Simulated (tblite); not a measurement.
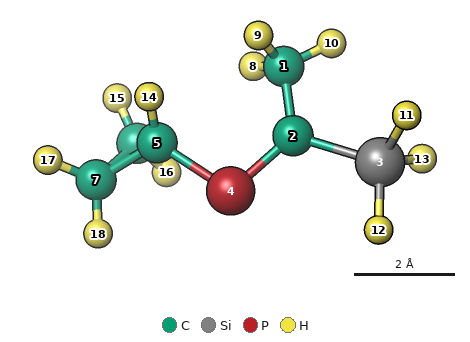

*The input geometry (ball-and-stick view, seen at a tilt; atoms are numbered from 1 in the order of the input).*

Frequency calculation of C5H11PSi

- system: C5H11PSi
- method: GFN2-xTB harmonic vibrations, gas phase (tblite 0.8.0)

It belongs to a series of runs on one base structure; here: H replaced by cPr.

What the program printed
```
mode    cm-1     km/mol
  1      47.4      0.41
  2      79.8      0.14
  3      90.1      0.10
  4      97.1      0.22
  5     130.2      0.16
  6     204.3      1.12
  7     266.5      0.10
  8     285.3      0.27
  9     320.5      1.42
 10     349.7      0.49
 11     529.6     44.03
 12     548.7     77.02
 13     611.8      2.43
 14     659.3     23.70
 15     765.4    154.89
 16     782.2    392.49
 17     799.6    331.48
 18     808.1      1.71
 19     833.8      2.84
 20     943.0     59.34
 21     955.7      3.18
 22     986.0     11.83
 23     990.9      6.72
 24    1017.6      2.74
 25    1066.7      2.14
 26    1071.5      0.87
 27    1090.1      0.48
 28    1125.9     33.93
 29    1153.2      0.24
 30    1211.3      8.37
 31    1239.1      4.52
 32    1320.9      1.29
 33    1398.4      2.37
 34    1437.8      0.03
 35    1479.0      1.31
 36    1483.9      2.05
 37    1484.5      2.18
 38    2210.8    411.18
 39    2221.4    256.76
 40    2288.8    264.99
 41    2964.8     20.45
 42    2992.0     15.18
 43    2996.2     11.09
 44    3016.7     24.27
 45    3070.4     16.53
 46    3072.5      7.25
 47    3077.5     24.68
 48    3093.0     60.98
```

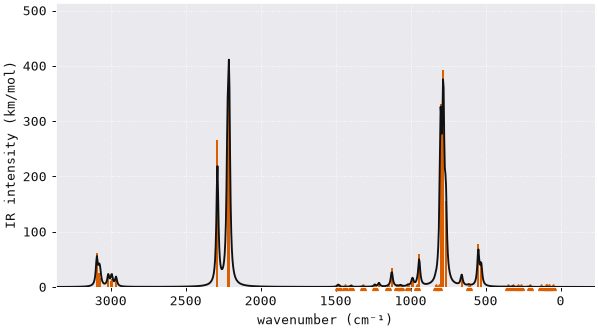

*Harmonic infrared spectrum, unscaled: sticks (degenerate modes added up, dark ones marked on the axis) with a Lorentzian envelope of 16 cm⁻¹ full width, scaled to the tallest stick.*

48 modes from 47 to 3093 cm⁻¹, none imaginary. The strongest line is at 2211 cm⁻¹ (411 km/mol).

This output came from the following input.

Input
```
{"job": {"kind": "ir", "xc": "GFN2-xTB", "basis": "xTB"}, "charge": 0, "multiplicity": 1}
C      0.928437     1.311741     0.573992
C      1.281569    -0.063990     0.097251
Si     3.095996    -0.423685    -0.264581
P      0.162545    -1.306144    -0.125001
C     -1.427030    -0.499251     0.370008
C     -2.238028     0.241373    -0.658850
C     -2.715449    -1.075050    -0.140028
H      0.079889     1.715108     0.020796
H      0.649379     1.291327     1.629572
H      1.771738     1.990927     0.463573
H      3.885080    -0.133996     0.938776
H      3.248762    -1.820005    -0.661464
H      3.551760     0.476727    -1.330929
H     -1.432768    -0.101691     1.380561
H     -2.756708     1.138204    -0.351626
H     -1.862692     0.282492    -1.671836
H     -3.569543    -1.090866     0.520882
H     -2.661697    -1.926904    -0.802752
```

The first line tells a small driver script what to run in tblite; the rest is the geometry in Å.

Launch command:
```bash
OMP_NUM_THREADS=1 python <driver script> task.json out
```

Summary

```json
{"quantity": "outcome", "value": "converged"}
{"quantity": "total energy", "value": "−557.5639 eV"}
{"quantity": "zero-point energy", "value": "86.7310 kcal/mol"}
{"quantity": "hardware", "value": "1 CPU thread, shared host"}
{"quantity": "wall time", "value": "1.1 s"}
{"quantity": "peak memory", "value": "0.18 GiB"}
```
